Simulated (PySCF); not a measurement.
**[NH4]+ (ammonium) at B2PLYP/STO-3G**

Aim: the vertical singlet–triplet gap of [NH4]+ (ammonium) at B2PLYP/STO-3G, from 2 runs. 

Program for the calculation: PySCF 2.14.0.

15 further runs of the same task are left out: 2 that didn't finish, 13 set aside as unsound or not needed.

### 1 The molecule

[NH4]+ has 5 atoms, charge +1, and is taken as a singlet. As SMILES, `[NH4+]`. The shape is that of a PBE0-D4/def2-TZVP optimisation.

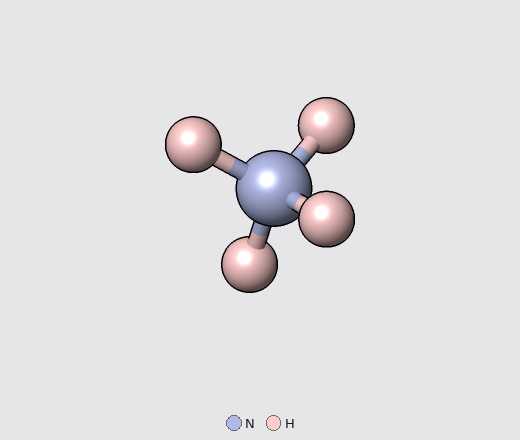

The structure, seen from a chosen angle (nitrogen light blue, hydrogen pink).

### 2 A single-point energy at B2PLYP/STO-3G

input.py

```python
from pyscf import gto, dft, mp

molecule = gto.Mole()
molecule.atom = [
    ('N', (0.000010, 0.000010, -0.000000)),
    ('H', (0.453330, -0.447860, 0.801010)),
    ('H', (-0.972430, 0.216180, 0.235210)),
    ('H', (0.023940, -0.633460, -0.803650)),
    ('H', (0.495160, 0.865130, -0.232580)),
]
molecule.verbose = 4
molecule.basis = 'sto-3g'
molecule.charge = 1
molecule.max_memory = 1860
molecule.build()

mf = dft.RKS(molecule, xc='0.53*HF + 0.47*B88, 0.73*LYP')
mf.conv_tol = 1e-10
mf.grids.level = 5
mf.kernel()
if not mf.converged:
    mf = mf.newton().run(mf.mo_coeff, mf.mo_occ)

pt = mp.MP2(mf, frozen=1).run()
e_final = mf.e_tot + 0.27 * pt.e_corr
print('PT2 part  %.8f' % (0.27 * pt.e_corr))
print('E(%s) = %.9f' % ('B2PLYP', e_final))
```

Launch:

```
OMP_NUM_THREADS=1 python input.py
```

Log:

```text
PySCF version 2.14.0

[INPUT] num. atoms = 5
[INPUT] num. electrons = 10
[INPUT] charge = 1
[INPUT] spin (= nelec alpha-beta = 2S) = 0
[INPUT] symmetry False subgroup None
[INPUT] Mole.unit = angstrom
[INPUT] Symbol           X                Y                Z      unit          X                Y                Z       unit  Magmom
[INPUT]  1 N      0.000010000000   0.000010000000   0.000000000000 AA    0.000018897261   0.000018897261   0.000000000000 Bohr   0.0
[INPUT]  2 H      0.453330000000  -0.447860000000   0.801010000000 AA    0.856669544049  -0.846332742148   1.513689523038 Bohr   0.0
[INPUT]  3 H     -0.972430000000   0.216180000000   0.235210000000 AA   -1.837626375311   0.408520993608   0.444482481759 Bohr   0.0
[INPUT]  4 H      0.023940000000  -0.633460000000  -0.803650000000 AA    0.045240043422  -1.197065910867  -1.518678400007 Bohr   0.0
[INPUT]  5 H      0.495160000000   0.865130000000  -0.232580000000 AA    0.935716787840   1.634858762145  -0.439512502051 Bohr   0.0

nuclear repulsion = 16.375270085821
number of shells = 7
number of NR pGTOs = 27
number of NR cGTOs = 9
basis = sto-3g
ecp = {}

******** <class 'pyscf.dft.rks.RKS'> ********
method = RKS
initial guess = minao
damping factor = 0
level_shift factor = 0
DIIS = <class 'pyscf.scf.diis.CDIIS'>
diis_start_cycle = 1
diis_space = 8
diis_damp = 0
SCF conv_tol = 1e-10
SCF conv_tol_grad = None
SCF max_cycles = 50
direct_scf = True
direct_scf_tol = 1e-13
XC library pyscf.dft.libxc version 7.0.0
    S. Lehtola, C. Steigemann, M. J.T. Oliveira, and M. A.L. Marques.,  SoftwareX 7, 1–5 (2018)
XC functionals = 0.53*HF + 0.47*B88, 0.73*LYP
    A. D. Becke.,  Phys. Rev. A 38, 3098 (1988)
    C. Lee, W. Yang, and R. G. Parr.,  Phys. Rev. B 37, 785 (1988)
    B. Miehlich, A. Savin, H. Stoll, and H. Preuss.,  Chem. Phys. Lett. 157, 200 (1989)
radial grids:
    Treutler-Ahlrichs [JCP 102, 346 (1995); DOI:10.1063/1.469408] (M4) radial grids

becke partition: Becke, JCP 88, 2547 (1988); DOI:10.1063/1.454033
pruning grids: <function nwchem_prune>
grids dens level: 5
symmetrized grids: False
atomic radii adjust function: <function treutler_atomic_radii_adjust>
small_rho_cutoff = 0
Set gradient conv threshold to 1e-05
Initial guess from minao.
tot grids = 136280
init E= -56.3123851851406
  HOMO = -0.525560703611316  LUMO = 0.348897691108003  gap/eV = 23.79522
cycle= 1 E= -56.0824135023594  delta_E= 0.23  |g|= 0.119  |ddm|= 2.15
  HOMO = -0.933179733161635  LUMO = 0.0756053851950367  gap/eV = 27.45044
cycle= 2 E= -56.0851110947145  delta_E= -0.0027  |g|= 0.0669  |ddm|= 0.215
  HOMO = -0.90847995814923  LUMO = 0.0920824051399295  gap/eV = 27.22669
cycle= 3 E= -56.0863631552538  delta_E= -0.00125  |g|= 0.000373  |ddm|= 0.0776
  HOMO = -0.908564210692471  LUMO = 0.0920070027515262  gap/eV = 27.22693
cycle= 4 E= -56.086363206096  delta_E= -5.08e-08  |g|= 5.61e-05  |ddm|= 0.000641
  HOMO = -0.908569120484774  LUMO = 0.0919923942759176  gap/eV = 27.22667
cycle= 5 E= -56.0863632071976  delta_E= -1.1e-09  |g|= 6.41e-08  |ddm|= 0.000108
  HOMO = -0.908569223267973  LUMO = 0.0919923936552615  gap/eV = 27.22667
cycle= 6 E= -56.0863632071976  delta_E= -9.95e-14  |g|= 2.67e-08  |ddm|= 4.4e-08
  HOMO = -0.908569292640184  LUMO = 0.0919923953300872  gap/eV = 27.22667
Extra cycle  E= -56.0863632071977  delta_E= -1.42e-14  |g|= 9.69e-09  |ddm|= 3.81e-08
converged SCF energy = -56.0863632071977

******** <class 'pyscf.mp.mp2.RMP2'> ********
nocc = 4, nmo = 8
frozen orbitals 1
E(RMP2) = -56.1614004313471  E_corr = -0.0750372241493989
E(SCS-RMP2) = -56.1706665579973  E_corr = -0.0843033507996321
E_corr(same-spin) = -0.00662459789959222
E_corr(oppo-spin) = -0.0684126262498067
PT2 part  -0.02026005
E(B2PLYP) = -56.106623258
```

Run time: 1.3 s. Hardware: 1 thread of Arm Neoverse V2, shared host; peak memory 0.16 GiB.

### 3 The triplet

calc.py

```python
from pyscf import gto, dft, mp

mol = gto.M(
    atom=[
    ('N', (0.000010, 0.000010, -0.000000)),
    ('H', (0.453330, -0.447860, 0.801010)),
    ('H', (-0.972430, 0.216180, 0.235210)),
    ('H', (0.023940, -0.633460, -0.803650)),
    ('H', (0.495160, 0.865130, -0.232580)),
],
    spin=2,
    basis='sto-3g',
    max_memory=1860,
    charge=1,
    verbose=3,
)

calc0 = dft.UKS(mol)
calc0.xc = '0.53*HF + 0.47*B88, 0.73*LYP'
calc0.conv_tol = 1e-10
calc0.grids.level = 5
calc0.kernel()
if not calc0.converged:
    calc0 = calc0.newton().run(calc0.mo_coeff, calc0.mo_occ)

pt = mp.MP2(calc0, frozen=1).run()
e_tot = calc0.e_tot + 0.27 * pt.e_corr
print('PT2 part  %.8f' % (0.27 * pt.e_corr))
print('Final energy', e_tot)
```

Launch:

```
OMP_NUM_THREADS=1 python calc.py
```

Log:

```text
WARN: HOMO 0.348897691108003 >= LUMO -0.525560703611316

WARN: HOMO -0.215841705969338 >= LUMO -0.698540574632013

WARN: HOMO -0.187563254421892 >= LUMO -0.641067345691567

WARN: HOMO -0.192276214706191 >= LUMO -0.633826817421407

WARN: HOMO -0.191644042705315 >= LUMO -0.629208424021963

WARN: HOMO -0.191831279482534 >= LUMO -0.627646849891516

WARN: HOMO -0.192007507792777 >= LUMO -0.625997688749339

WARN: HOMO -0.192228784747043 >= LUMO -0.621267790495851

WARN: HOMO -0.189783317111733 >= LUMO -0.619506909694549

WARN: HOMO -0.192660816963636 >= LUMO -0.618661764036104

WARN: HOMO -0.192742698971427 >= LUMO -0.617647414074614

WARN: HOMO -0.192249325355576 >= LUMO -0.618302609670823

WARN: HOMO -0.192293791631287 >= LUMO -0.618987382596055

WARN: HOMO -0.192399281562252 >= LUMO -0.618561264948569

WARN: HOMO -0.192372607061563 >= LUMO -0.618684191580237

WARN: HOMO -0.192379917306361 >= LUMO -0.618658439233479

WARN: HOMO -0.192380981217845 >= LUMO -0.618653307158508

WARN: HOMO -0.192381148863188 >= LUMO -0.618653114858198

converged SCF energy = -55.370240929106  <S^2> = 2.0019269  2S+1 = 3.0012843
E(UMP2) = -55.4426916955859  E_corr = -0.0724507664799481
E(SCS-UMP2) = -55.4538445658248  E_corr = -0.0836036367187921
PT2 part  -0.01956171
Final energy -55.38980263605559
```

It took 3.3 s on 1 thread of Arm Neoverse V2, shared host; peak memory 0.17 GiB.

### 4 Outcome

At B2PLYP/STO-3G, 1 core orbital frozen:

| quantity | value |
| --- | --- |
| singlet: total energy | -56.10662 Eh |
| singlet: HOMO energy (SCF part's orbitals) | -24.72 eV |
| singlet: LUMO energy (SCF part's orbitals) | 2.50 eV |
| singlet: HOMO–LUMO gap (SCF part's orbitals) | 27.23 eV |
| triplet: total energy | -55.38980 Eh |
| triplet: HOMO energy (SCF part's orbitals) (highest over α and β) | -5.23 eV |
| triplet: ⟨S²⟩ | 2.002 |
| vertical energy of the triplet above the singlet | 19.506 eV |

At this shape the triplet lies 19.51 eV (450 kcal/mol) above the singlet. In a minimal basis such a difference can be off by several eV, whatever the method. Mulliken charges (singlet) run from -0.45 on N1 to +0.36 on H2; they depend strongly on the basis. Mulliken charges (triplet) run from -0.18 on N1 to +0.34 on H3.
